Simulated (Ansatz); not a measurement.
Breaking the Si1–F2 bond in F2Si (SMILES F[Si]F) (multiplicity 1 held, fragments rigid). Energies count from the point at 1.609 Å.
Geometry at that point (charge 0, multiplicity 1):
```xyz
3

Si     0.0130     0.0021     0.5770
F      1.0115    -0.7030    -0.4692
F     -1.0318     0.6997    -0.4283
```

R- and RO- levels are restricted; in cc, def2 and unpolarised 6-31G sets they are followed outwards from rest. Unrestricted levels (U-) break spin symmetry where that is lower. Active spaces are followed from a long bond inwards. Curves can end on different states.

Correlated levels freeze the cores.

The values were computed with Ansatz (a quantum-chemistry and plane-wave program) with Gaussian orbitals. 

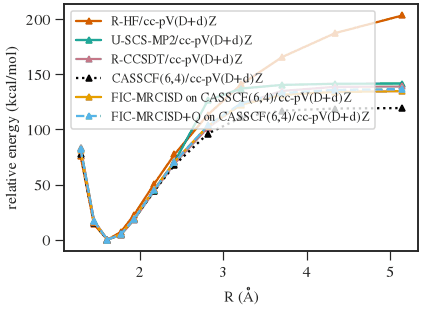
Figure. Relative energy along the coordinate

Task: Read off the CASSCF(6,4)/cc-pV(D+d)Z curve at R = 3.701.

Result: about 120 kcal/mol

Doubts at one or more of the structures used: a restricted determinant that unrestricted orbitals would lower (R-HF/cc-pV(D+d)Z, R-CCSDT/cc-pV(D+d)Z); a spin-contaminated determinant (U-SCS-MP2/cc-pV(D+d)Z); T1 above 0.05 (R-CCSDT/cc-pV(D+d)Z); other coupled-cluster roots lie near (R-CCSDT/cc-pV(D+d)Z); active orbitals that take no part (CASSCF(6,4)/cc-pV(D+d)Z, FIC-MRCISD on CASSCF(6,4)/cc-pV(D+d)Z, FIC-MRCISD+Q on CASSCF(6,4)/cc-pV(D+d)Z).
